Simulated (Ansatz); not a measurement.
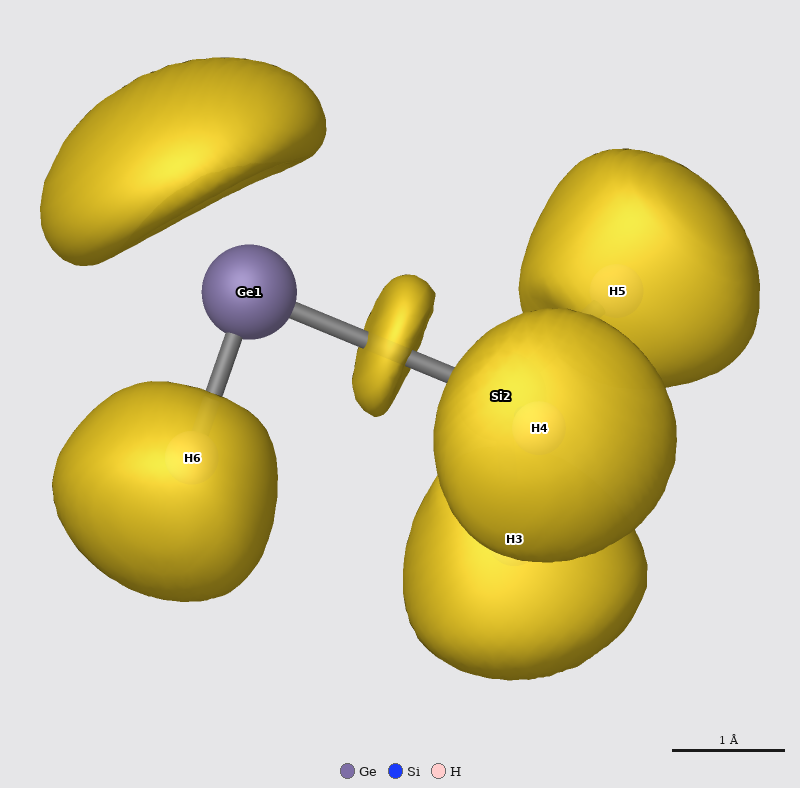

GeH$_{4}$Si (SMILES [SiH3][GeH]). Isosurface of the electron localisation function at 0.85 (yellow), seen across its widest extent. Core shells and regions of very low density are left out.

Geometry: r2SCAN-D4/def2-TZVP.

These are results of isolated molecule in a Gaussian basis; Kohn-Sham density functional theory, functional PBE0 in Ansatz 0.2.0, not measurements.

Input file:

```
crystal:
  periodic: [false, false, false]
  atoms:
    - {symbol: Ge, position_ang: [-0.465245, -0.067620, 3.336194]}
    - {symbol: Si, position_ang: [-0.765696, 0.709244, 1.041005]}
    - {symbol: H, position_ang: [-0.889265, -0.361316, 0.012683]}
    - {symbol: H, position_ang: [0.508438, 1.447564, 0.770430]}
    - {symbol: H, position_ang: [-1.882384, 1.673417, 0.847013]}
    - {symbol: H, position_ang: [0.544786, -1.154303, 2.759346]}
basis:
  gaussian: {orbitals: def2-TZVPD}
hamiltonian: {xc: pbe0}
output: {forces: true, orbitals: {seedname: orbitals}}
```

Command:

```sh
ansatz run input.yaml --threads 2 --pin off --max-ram 4350MiB --events-out events.jsonl --progress --plain --runs-dir runs
```

**What do the ELF domains correspond to?**

The surface consists of one region between bonded Ge–Si atoms (shared pairs), four regions around hydrogen nuclei and one lobe on Ge, pointing away from the bonds (lone pairs). Along the contacts the grid gives the following. Si–Ge (2.44 Å): the ELF peaks at about 0.95 between the atoms, as expected for a shared electron pair. Si–H (1.49 Å): the ELF climbs to about 1 towards the hydrogen, as it does in any bond to H.
